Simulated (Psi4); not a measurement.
# HF/6-31G(d) (spherical functions) run of Si5H12 (SMILES [SiH3][Si]([SiH3])([SiH3])[SiH3])

Aim: the vertical ionisation energy of Si5H12 at HF/6-31G* (spherical functions), from 2 runs. 

The results are computed with Psi4 1.11.

3 further runs of the same task are left out: 3 that didn't finish.

### 1 The system as given

The species is Si5H12 (17 atoms), meant as a singlet with charge 0. As SMILES, `[SiH3][Si]([SiH3])([SiH3])[SiH3]`. The shape is that of a PBE0-D4/def2-TZVP optimisation.

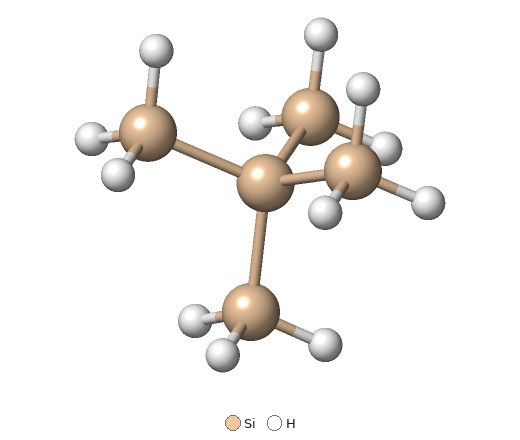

The structure, seen from a chosen angle (silicon light orange, hydrogen white).

### 2 A single-point energy at HF/6-31G(d) (spherical functions)

calc.py

```python
import psi4

psi4.set_memory(1600000000)
psi4.set_num_threads(1)
psi4.set_output_file('run.log', False)

mol = psi4.geometry("""
Si    -0.373100     1.166600    -1.986100
Si    -0.001900    -0.001100     0.002500
Si     2.215500     0.293800     0.674300
Si    -0.416100    -2.274200    -0.339800
Si    -1.431100     0.812800     1.661200
H     -0.119200     2.618800    -1.784800
H      0.535400     0.667300    -3.053500
H     -1.780200     0.986300    -2.434900
H      2.471100    -0.440400     1.942900
H      2.498300     1.738000     0.893800
H      3.142700    -0.220400    -0.369500
H     -0.165900    -3.037900     0.912300
H      0.474100    -2.804800    -1.407600
H     -1.830700    -2.482700    -0.751100
H     -2.850200     0.623200     1.256500
H     -1.199600     0.090200     2.941100
H     -1.188300     2.264000     1.882700
symmetry c1
no_reorient
no_com
""")

psi4.set_options({
    'basis': '6-31G*',
    'puream': True,
    'e_convergence': 1e-09,
    'd_convergence': 1e-08,
    'scf_type': 'pk',
})

E, wfn = psi4.energy("scf", molecule=mol, return_wfn=True)
print(f'total energy {E:.8f} hartree = {E * 27.211386:.5f} eV')
for k, v in sorted(psi4.core.scalar_variables().items()):
    print(f'{k:45s} {v:18.10f}')
```

The run is started by

```console
python calc.py
```

run.log:

```text
[...]
  Running in c1 symmetry.
[...]
  Nuclear repulsion =  497.685304239460038
[...]
  Multiplicity = 1
[...]
  Nalpha       = 41
  Nbeta        = 41
[...]
    Number of basis functions: 114
[...]
   @RHF iter   1: -1451.46183034333444   -1.07220e+00   1.97442e-03 ADIIS/DIIS
[...]
   @RHF iter   9: -1451.54612119024569   -3.29692e-11   3.93308e-09 DIIS
[...]
    Orbital Energies [Eh]
    ---------------------
    Doubly Occupied:
       1A    -68.759475     2A    -68.759466     3A    -68.759450
       4A    -68.759416     5A    -68.738186     6A     -6.125173
       7A     -6.125163     8A     -6.125149     9A     -6.125122
      10A     -6.108379    11A     -4.230268    12A     -4.230267
      13A     -4.230259    14A     -4.230258    15A     -4.230244
      16A     -4.230244    17A     -4.230217    18A     -4.230216
      19A     -4.230108    20A     -4.230098    21A     -4.230084
      22A     -4.230057    23A     -4.213032    24A     -4.213031
      25A     -4.213030    26A     -0.791846    27A     -0.719231
      28A     -0.719183    29A     -0.719175    30A     -0.596435
      31A     -0.500647    32A     -0.500617    33A     -0.500611
      34A     -0.489691    35A     -0.489658    36A     -0.481993
[...]
  @RHF Final Energy: -1451.54612119024569
   => Energetics <=
    Nuclear Repulsion Energy =            497.6853042394600379
    One-Electron Energy =               -3005.6400536667347296
    Two-Electron Energy =                1056.4086282370290064
    Total Energy =                      -1451.5461211902456853
[...]
 Multipole Moments:
 ------------------------------------------------------------------------------------
     Multipole            Electronic (a.u.)      Nuclear  (a.u.)        Total (a.u.)
 ------------------------------------------------------------------------------------
 L = 1.  Multiply by 2.5417464519 to convert [e a0] to [Debye]
 Dipole X            :          0.2002642           -0.2008779           -0.0006137
 Dipole Y            :          0.0511302           -0.0525344           -0.0014042
 Dipole Z            :         -0.3724878            0.3728430            0.0003552
 Magnitude           :                                                    0.0015731
[...]
```

On the terminal:

```text
total energy -1451.54612119 hartree = -39498.58180 eV
CURRENT ENERGY                                  -1451.5461211902
CURRENT REFERENCE ENERGY                        -1451.5461211902
DD SOLVATION ENERGY                                 0.0000000000
HF KINETIC ENERGY                                1452.5126078080
HF POTENTIAL ENERGY                             -2904.0587289982
HF TOTAL ENERGY                                 -1451.5461211902
HF VIRIAL RATIO                                     1.9993346105
NUCLEAR REPULSION ENERGY                          497.6853042395
ONE-ELECTRON ENERGY                             -3005.6400536667
PCM POLARIZATION ENERGY                             0.0000000000
PE ENERGY                                           0.0000000000
SCF ITERATION ENERGY                            -1451.5461211902
SCF ITERATIONS                                      9.0000000000
SCF TOTAL ENERGY                                -1451.5461211902
TWO-ELECTRON ENERGY                              1056.4086282370
```

Wall time 17 s (1 thread of Intel Xeon Platinum 8259CL at 2.50GHz (Skylake/Cascade Lake), shared host); peak memory 0.51 GiB.

### 3 The doublet cation: energy and forces at UHF/6-31G(d) (spherical functions)

job.inp

```
memory 1600 mb

molecule m {
  1 2
  Si
  Si 1 2.335775
  Si 2 2.335625 1 109.42876
  Si 2 2.335747 3 109.47417 1 119.99296
  Si 2 2.335879 3 109.42884 1 -119.93294
  H 1 1.487909 2 110.21977 3 -60.25041
  H 1 1.487957 6 108.68535 2 -120.91383
  H 1 1.487905 6 108.69026 7 -118.12726
  H 3 1.48786 2 110.24494 4 -60.15717
  H 3 1.487908 9 108.69502 2 120.89625
  H 3 1.487824 9 108.69766 10 118.1465
  H 4 1.487815 2 110.26631 3 59.23622
  H 4 1.488015 12 108.67932 2 120.9494
  H 4 1.487862 12 108.69894 13 118.13449
  H 5 1.487809 2 110.24493 3 -179.51956
  H 5 1.487914 15 108.69293 2 -120.96878
  H 5 1.48795 15 108.68846 16 -118.11915
  symmetry c1
  no_reorient
  no_com
}

set {
  basis 6-31G*
  reference uhf
  puream true
  e_convergence 1e-09
  d_convergence 1e-08
  scf_type pk
  maxiter 100
}

gradient('scf')
```

The run is started by

```console
psi4 -n 1 job.inp job.out
```

job.out:

```text
[...]
  Running in c1 symmetry.
[...]
  Nuclear repulsion =  497.685284051242490
[...]
  Multiplicity = 2
[...]
  Nalpha       = 41
  Nbeta        = 40
[...]
    Number of basis functions: 114
[...]
   @UHF iter   1: -1451.09951384293436   -7.09882e-01   2.10068e-03 DIIS/ADIIS
[...]
   @UHF iter  24: -1451.20911474047557   -1.43245e-11   4.31712e-09 DIIS
[...]
   @S^2 Observed:                7.626536293E-01
[...]
  @UHF Final Energy: -1451.20911474047557
   => Energetics <=
    Nuclear Repulsion Energy =            497.6852840512424905
    One-Electron Energy =               -2990.9542344900510216
    Two-Electron Energy =                1042.0598356983330177
    Total Energy =                      -1451.2091147404755702
  UHF NO Occupations:
  HONO-2 :   39  A 1.9991491
  HONO-1 :   40  A 1.9959423
[...]
 Multipole Moments:
 ------------------------------------------------------------------------------------
     Multipole            Electronic (a.u.)      Nuclear  (a.u.)        Total (a.u.)
 ------------------------------------------------------------------------------------
 L = 1.  Multiply by 2.5417464519 to convert [e a0] to [Debye]
 Dipole X            :         -0.0042774            0.0032915           -0.0009859
 Dipole Y            :         -0.8794943           -0.0047055           -0.8841998
 Dipole Z            :          0.3181043           -0.0032082            0.3148962
 Magnitude           :                                                    0.9386000
[...]
  -Total Gradient:
     Atom            X                  Y                   Z
    ------   -----------------  -----------------  -----------------
       1       -0.000009139190     0.015684862522     0.035876994661
       2       -0.000014321343    -0.059753227608     0.021107100722
       3       -0.000054934292     0.083965914654    -0.029668910938
       4        0.033928901917    -0.003796043273    -0.019258111015
       5       -0.033908727249    -0.003737666634    -0.019315087473
       6        0.004422235609    -0.002945756014    -0.005810114215
       7       -0.004406237827    -0.002991515656    -0.005805815858
       8       -0.000010141997     0.002604993006    -0.011579836772
       9        0.000018151217    -0.013959570322     0.008502034268
      10        0.002925255620    -0.015658286217     0.003725152822
      11       -0.002892359166    -0.015654050506     0.003751273060
      12       -0.003428261555     0.001461208979     0.006884322432
[...]
```

It took 62 s on 1 thread of Intel Xeon Platinum 8259CL at 2.50GHz (Skylake/Cascade Lake), shared host; peak memory 0.52 GiB.

### 4 Results

Level: HF/6-31G* (spherical functions).

| quantity | value |
| --- | --- |
| singlet Si5H12: total energy | -1451.54612 Eh |
| singlet Si5H12: dipole moment | 0.00 D |
| singlet Si5H12: HOMO energy | -10.45 eV |
| singlet Si5H12: LUMO energy | 3.03 eV |
| singlet Si5H12: HOMO–LUMO gap | 13.47 eV |
| doublet cation: total energy | -1451.20911 Eh |
| doublet cation: HOMO energy (highest over α and β) | -15.05 eV |
| doublet cation: LUMO energy (lowest over α and β) | -7.90 eV |
| doublet cation: ⟨S²⟩ | 0.763 |
| doublet cation: largest force on an atom | 4.579 eV/Å |
| vertical ionisation energy (to the doublet cation) | 9.170 eV |

What this shows: The vertical ionisation energy comes to 9.17 eV (885 kJ/mol). The negative HOMO energy of the first species, 10.45 eV, lies 1.28 eV above that difference.
